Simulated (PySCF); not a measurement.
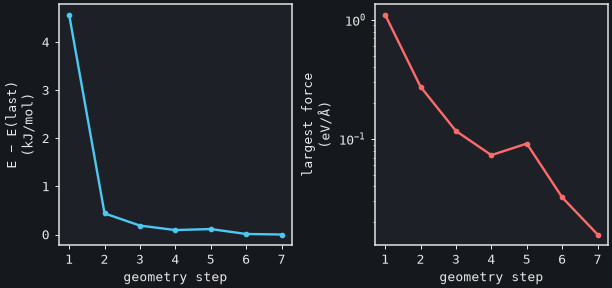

History of a geometry optimisation.

FF (SMILES c1cc2occc2o1); PySCF, PBE0-D3(BJ)/def2-SVP, geometry optimisation.

> How did it end, and what did it gain?

The optimisation met its thresholds at geometry 7, counting the start as the first. The energy fell by about 4.6 kJ/mol from the first step to the last. The largest force goes from about 1.1 eV/Å at the start to 0.016 eV/Å at the end.
